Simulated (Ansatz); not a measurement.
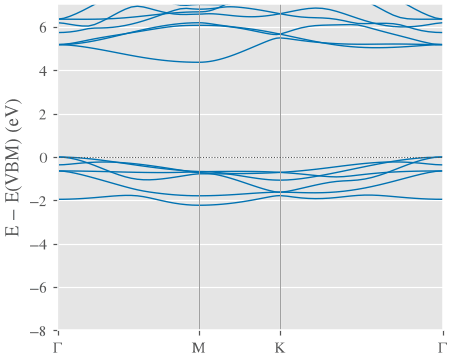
*Band structure from DFT-r²SCAN+D4 in the program Ansatz with PAW potentials*

Q: Read off the gap and where the band edges lie.

A: About 4.4 eV (4.37 eV by a search for the band edges); maximum at Γ, minimum at M.

The material is monolayer CaI$_{2}$ (1T, P-3m1 in the vacuum cell, 3 atoms).

The layer was cut from a bulk entry of the Materials Project (measured or hypothetical); whether that bulk phase is the ambient one, and whether the layer has been isolated, was not checked. Symmetry was held in the r²SCAN+D4 relaxation; its stability against distortions is not shown here. Spin–orbit coupling is left out wherever it is not named.

Potentials: the later of the program's two PAW sets.
